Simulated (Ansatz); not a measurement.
Geometry relaxation of KNH$_{2}$

System: KNH$_{2}$.
Method: RKS r2SCAN-D4/def2-TZVP (Ansatz 0.2.0).

It belongs to a series of runs on one base structure; here: end point A relaxed.

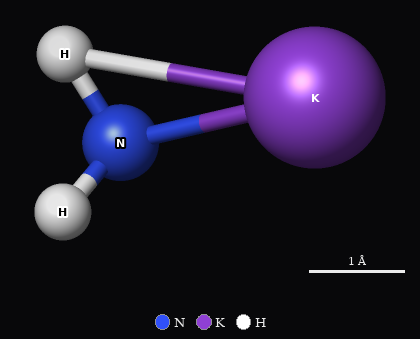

**Figure 1.** The input geometry (ball-and-stick view, seen at a tilt). Sticks mark near contacts. Bond lengths as drawn: H–K 2.92 Å, H–N 1.09 to 1.10 Å and K–N 2.44 Å.

## Input file
```yaml
crystal:
  periodic: [false, false, false]
  atoms:
    - { symbol: "N", position_ang: [-0.2271, -0.24, -0.4277] }
    - { symbol: K, position_ang: [1.6745, -0.2992, 1.0984] }
    - { symbol: H, position_ang: [-1.162, -0.3068, 0.1376] }
    - { symbol: H, position_ang: [-0.2299, 0.7858, -0.8286] }
basis:
  gaussian: { orbitals: def2-TZVP }
hamiltonian:
  xc: r2scan
  dispersion: d4
relax:
  f_tol: 0.015
  max_steps: 40
output:
  orbitals: {}
```

Command:
```bash
ansatz run input.yaml --threads 2 --pin off --max-ram 3072MiB --backend cpu --events-out ev --progress --plain --runs-dir out
```

## What the program printed
```
The last accepted step is kept in [file] (removed where the run ends without a failure and the disk answers)
Engine: ansatz 0.2.0, aarch64-unknown-linux-gnu
Functional definition: r2SCAN
  parameter k0 = 0.174
  parameter k1 = 0.065
  parameter a1 = 4.9479
  exchange = r2scan_x(k0 = k0, k1 = k1, a1 = a1)
  correlation = r2scan_c
568 factors; their error is unknown
mean field evaluation 1: about -17833.4235 eV, gradient 7.5e1 eV
mean field evaluation 2: about -17711.8160 eV, gradient 1.4e2 eV
mean field evaluation 4: about -17844.0481 eV, gradient 2.3e1 eV
mean field evaluation 8: about -17845.3295 eV, gradient 4.2e-2 eV
mean field evaluation 16: about -17845.3134 eV, gradient 4.7e-5 eV
mean field -17845.31343030 eV, -655.8031725756 hartree, gradient 4.8e-5 eV, S^2 0.000000; 0 other end points of the search recorded, 0 dependent functions left out
the calculation of the forces begins
reference -17845.31344518 eV, -655.8031731225 hartree; 14, 14 occupied and 62, 62 virtual orbitals, 568 factors
relax step   1: F+E_penalty+E_count = -17845.32018159 eV  Δ(F+E_penalty+E_count) = +0.000e0 eV  max|allowed force component| = 2.214e0 eV/Å  Δτ_max = 0.0000 Å  (27 SCF iters, accepted)
these checks for a lower state are left out or cut short: starts, cluster_reference, orbital_swaps, neighbouring_geometries, increment
568 factors; their error is unknown
mean field -17845.36049510 eV, -655.8049021750 hartree, gradient 1.8e-5 eV, S^2 0.000000; 0 other end points of the search recorded, 0 dependent functions left out
the calculation of the forces begins
reference -17845.36051043 eV, -655.8049027386 hartree; 14, 14 occupied and 62, 62 virtual orbitals, 568 factors
relax step   2: F+E_penalty+E_count = -17845.36780505 eV  Δ(F+E_penalty+E_count) = -4.762e-2 eV  max|allowed force component| = 2.808e0 eV/Å  Δτ_max = 0.1975 Å  (33 SCF iters, accepted)
these checks for a lower state are left out or cut short: starts, cluster_reference, orbital_swaps, neighbouring_geometries, increment
568 factors; their error is unknown
mean field evaluation 32: about -17845.4561 eV, gradient 1.3e-5 eV
mean field -17845.45605832 eV, -655.8084140588 hartree, gradient 1.3e-5 eV, S^2 0.000000; 0 other end points of the search recorded, 0 dependent functions left out
the calculation of the forces begins
reference -17845.45607494 eV, -655.8084146694 hartree; 14, 14 occupied and 62, 62 virtual orbitals, 568 factors
relax step   3: F+E_penalty+E_count = -17845.46330767 eV  Δ(F+E_penalty+E_count) = -9.550e-2 eV  max|allowed force component| = 2.484e0 eV/Å  Δτ_max = 0.1469 Å  (33 SCF iters, accepted)
these checks for a lower state are left out or cut short: starts, cluster_reference, orbital_swaps, neighbouring_geometries, increment
568 factors; their error is unknown
mean field -17845.64965934 eV, -655.8155287648 hartree, gradient 3.7e-5 eV, S^2 0.000000; 0 other end points of the search recorded, 0 dependent functions left out
the calculation of the forces begins
reference -17845.64967530 eV, -655.8155293515 hartree; 14, 14 occupied and 62, 62 virtual orbitals, 568 factors
relax step   4: F+E_penalty+E_count = -17845.65651403 eV  Δ(F+E_penalty+E_count) = -1.932e-1 eV  max|allowed force component| = 1.781e-1 eV/Å  Δτ_max = 0.0644 Å  (29 SCF iters, accepted)
these checks for a lower state are left out or cut short: starts, cluster_reference, orbital_swaps, neighbouring_geometries, increment
568 factors; their error is unknown
mean field -17845.65403891 eV, -655.8156897113 hartree, gradient 1.2e-5 eV, S^2 0.000000; 0 other end points of the search recorded, 0 dependent functions left out
the calculation of the forces begins
reference -17845.65405504 eV, -655.8156903039 hartree; 14, 14 occupied and 62, 62 virtual orbitals, 568 factors
relax step   5: F+E_penalty+E_count = -17845.66082808 eV  Δ(F+E_penalty+E_count) = -4.314e-3 eV  max|allowed force component| = 5.271e-2 eV/Å  Δτ_max = 0.0226 Å  (27 SCF iters, accepted)
these checks for a lower state are left out or cut short: starts, cluster_reference, orbital_swaps, neighbouring_geometries, increment
568 factors; their error is unknown
mean field -17845.65427829 eV, -655.8156985082 hartree, gradient 1.1e-5 eV, S^2 0.000000; 0 other end points of the search recorded, 0 dependent functions left out
the calculation of the forces begins
reference -17845.65429438 eV, -655.8156990996 hartree; 14, 14 occupied and 62, 62 virtual orbitals, 568 factors
relax step   6: F+E_penalty+E_count = -17845.66108139 eV  Δ(F+E_penalty+E_count) = -2.533e-4 eV  max|allowed force component| = 1.905e-2 eV/Å  Δτ_max = 0.0099 Å  (29 SCF iters, accepted)
these checks for a lower state are left out or cut short: starts, cluster_reference, orbital_swaps, neighbouring_geometries, increment
568 factors; their error is unknown
mean field -17845.65429781 eV, -655.8156992254 hartree, gradient 1.1e-5 eV, S^2 0.000000; 0 other end points of the search recorded, 0 dependent functions left out
the calculation of the forces begins
reference -17845.65431390 eV, -655.8156998169 hartree; 14, 14 occupied and 62, 62 virtual orbitals, 568 factors
relax step   7: F+E_penalty+E_count = -17845.66109860 eV  Δ(F+E_penalty+E_count) = -1.720e-5 eV  max|allowed force component| = 4.698e-4 eV/Å  Δτ_max = 0.0013 Å  (30 SCF iters, accepted)
568 factors; their error is unknown
mean field evaluation 64: about -17845.6542 eV, gradient 2.1e-1 eV
```

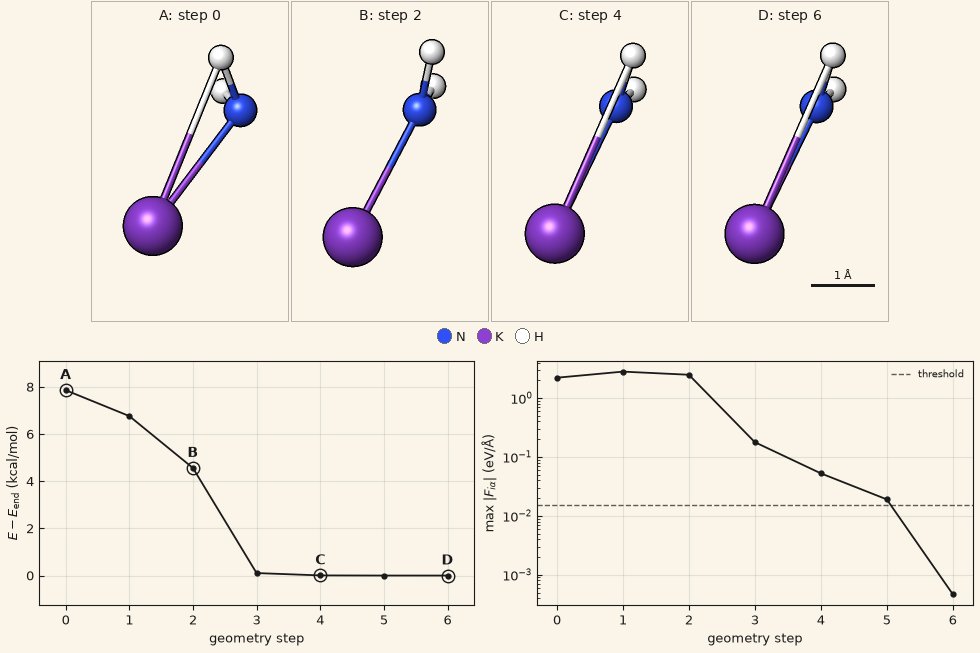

**Figure 2.** Frames of the relaxation (ball-and-stick view, seen at an oblique angle) above the curves, on which the letters mark them (the first geometry is step 0 here and step 1 in the log).

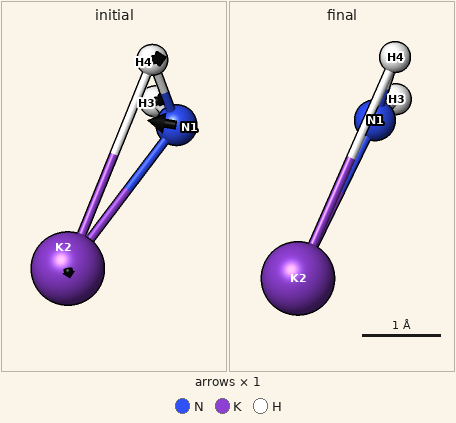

**Figure 3.** Before (left) and after (right) the relaxation, at one scale (ball-and-stick view, seen at an oblique angle). The black arrows give the displacements, at true length. The atom that moves furthest after the best rigid fit is N1 (0.39 Å). Largest moves by element: N 0.39 Å, H 0.21 Å, K 0.13 Å. Among the contacts that change: K2–H4 2.918 → 3.138 Å, N1–H4 1.101 → 1.020 Å, N1–H3 1.095 → 1.020 Å, N1–K2 2.439 → 2.397 Å. Among the angles that change: K2–N1–H4 104.6° → 128.7°, K2–N1–H3 110.0° → 128.8°, N1–H4–K2 54.0° → 36.6°. The energy falls by 7.86 kcal/mol in 6 geometry steps. The largest force component goes from 2.2 to 0.00047 eV/Å. (Atoms are counted from 1 in the order of the input.)

```
mean field -17845.65429781 eV, -655.8156992254 hartree, gradient 1.1e-5 eV, S^2 0.000000; 1 other end points of the search recorded, 0 dependent functions left out
the calculation of the forces begins
reference -17845.65431390 eV, -655.8156998169 hartree; 14, 14 occupied and 62, 62 virtual orbitals, 568 factors
Total energy: -17845.66111469 eV, -655.8159497413 hartree
Atom 0 at    -0.218837     0.035991    -0.152213 Å, force     0.000470    -0.000027     0.000163 eV/Å
Atom 1 at     1.772858    -0.401513     1.108080 Å, force     0.000011    -0.000037     0.000057 eV/Å
Atom 2 at    -1.151937    -0.357537    -0.029372 Å, force    -0.000206     0.000018    -0.000081 eV/Å
Atom 3 at    -0.346583     0.662859    -0.946796 Å, force    -0.000275     0.000046    -0.000139 eV/Å
Dipole moment:     1.286050    -0.282427     0.813687 e Å
```

## Trajectory as extended XYZ (Å, eV, eV/Å), 7 frames, from step=1 to step=7
```
4
Properties=species:S:1:pos:R:3:forces:R:3 step=1 energy=-17845.32018
N    -0.2271   -0.2400   -0.4277   -1.5920   1.9129   0.4528
K     1.6745   -0.2992    1.0984    0.2101  -0.0924   0.0919
H    -1.1620   -0.3068    0.1376    1.7782   0.3939  -1.4037
H    -0.2299    0.7858   -0.8286   -0.3962  -2.2145   0.8590
4
Properties=species:S:1:pos:R:3:forces:R:3 step=2 energy=-17845.36781
N    -0.1718   -0.1362   -0.2691   -2.8083   1.9302  -0.7451
K     1.8399   -0.3748    1.1732   -0.3334   0.0227  -0.2522
H    -1.2276   -0.2858   -0.0081    2.2690  -0.0475  -0.3160
H    -0.3850    0.7366   -0.9164    0.8727  -1.9054   1.3134
4
Properties=species:S:1:pos:R:3:forces:R:3 step=3 energy=-17845.46331
N    -0.1837   -0.0259   -0.1728   -2.4845   0.9857  -1.3291
K     1.8279   -0.4001    1.1462   -0.2225   0.0331  -0.1529
H    -1.2178   -0.3423   -0.0279    2.1411   0.5151  -0.1807
H    -0.3709    0.7081   -0.9658    0.5658  -1.5339   1.6627
4
Properties=species:S:1:pos:R:3:forces:R:3 step=4 energy=-17845.65651
N    -0.2143    0.0263   -0.1508   -0.1014   0.0621  -0.0910
K     1.7873   -0.4008    1.1150   -0.0660   0.0117  -0.0420
H    -1.1588   -0.3433   -0.0442   -0.0108  -0.1382   0.1525
H    -0.3587    0.6576   -0.9403    0.1781   0.0643  -0.0195
4
Properties=species:S:1:pos:R:3:forces:R:3 step=5 energy=-17845.66083
N    -0.2205    0.0423   -0.1441   -0.0527  -0.0033  -0.0394
K     1.7698   -0.4013    1.1034    0.0373  -0.0066   0.0263
H    -1.1515   -0.3608   -0.0318    0.0209   0.0173  -0.0032
H    -0.3424    0.6595   -0.9477   -0.0055  -0.0074   0.0163
4
Properties=species:S:1:pos:R:3:forces:R:3 step=6 energy=-17845.66108
N    -0.2200    0.0362   -0.1519    0.0191  -0.0039   0.0103
K     1.7741   -0.4014    1.1083   -0.0102   0.0022  -0.0061
H    -1.1529   -0.3578   -0.0298   -0.0030   0.0026  -0.0037
H    -0.3457    0.6628   -0.9469   -0.0059  -0.0009  -0.0005
4
Properties=species:S:1:pos:R:3:forces:R:3 step=7 energy=-17845.66110
N    -0.2188    0.0360   -0.1522    0.0005   0.0000   0.0002
K     1.7729   -0.4015    1.1081    0.0000   0.0000   0.0001
H    -1.1519   -0.3575   -0.0294   -0.0002   0.0000  -0.0001
H    -0.3466    0.6629   -0.9468   -0.0003   0.0000  -0.0001
```

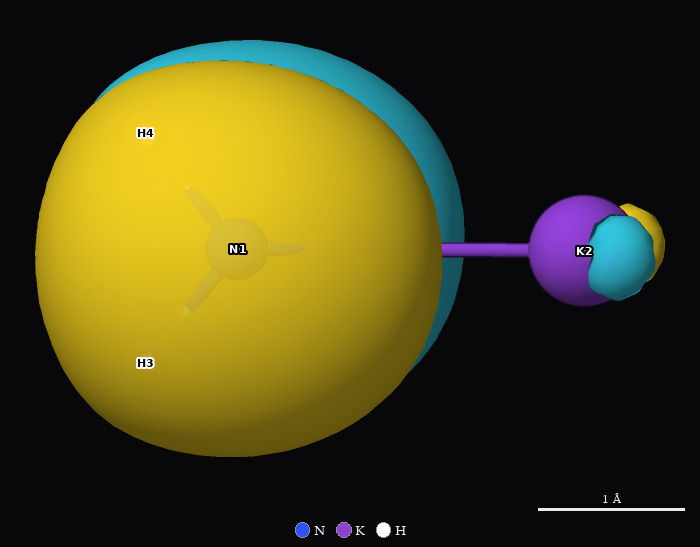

**Figure 4.** The HOMO at ±0.08 Å⁻³ᐟ² (yellow and cyan are the two phases), seen face on. Its weight (Hirshfeld) is mainly on N1 (80 %) and K2 (10 %); it changes sign across the molecular plane (π type); π-antibonding (a node) across N1–K2. Its energy is −2.39 eV.

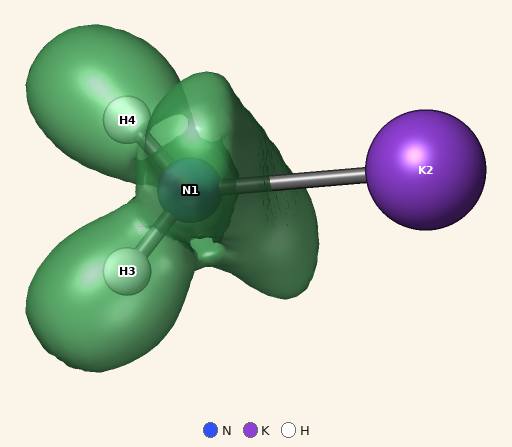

**Figure 5.** Isosurface of the ELF at 0.75 (green), seen at a tilt. Only the valence region is drawn (cores and ρ < 0.01 e/Å³ removed). Along the contacts the grid gives the following. K–N (2.40 Å): the ELF peaks at about 0.90 in the valence shell of N, 0.7 Å from its nucleus, and drops to about 0.10 between the two atoms, as expected for ionic bonding with no shared pair.

## Results in brief

```tsv
quantity	value
outcome	converged
total energy	−17845.6611 eV
mean-field energy	−17845.6543 eV
largest force (length of the vector) at the end	under 0.001 eV/Å
hardware	2 threads of Arm Neoverse V1, 24 GiB of memory available, shared host
wall time	13 s (CPU time 25 s)
peak memory	0.14 GiB
```
